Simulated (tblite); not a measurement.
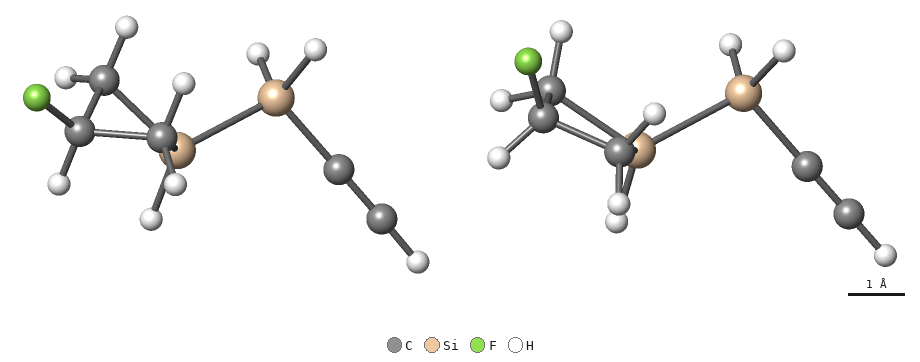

Two geometries of C$_{5}$H$_{9}$FSi$_{2}$, drawn at one scale. One is the start of a relaxation, the other its converged end. Style: ball-and-stick. Shown at a tilt.

The calculation used tblite 0.8.0, GFN2-xTB geometry optimisation, gas phase. 

> Which geometry has the lower energy?

The right one is the relaxed one. Over 96 geometry steps the energy falls by 126.1 kJ/mol. The largest moves after the best rigid fit, 0.87 Å, are those of F and H atoms. By element the largest moves are F 0.87 Å, H 0.86 Å, C 0.38 Å, Si 0.16 Å. Among the contacts that change: Si–Si 2.209 → 2.311 Å, C–Si 1.859 → 1.920 Å, C–Si 1.803 → 1.848 Å, C–C 1.238 → 1.203 Å. Bond angles that change, for instance: C–C–C 85.9° → 100.9°, Si–C–H 109.1° → 120.6°, F–C–H 115.9° → 105.7°. Groups turn about C–C by about 30°, C–Si by about 20°, C–Si by about 20°.
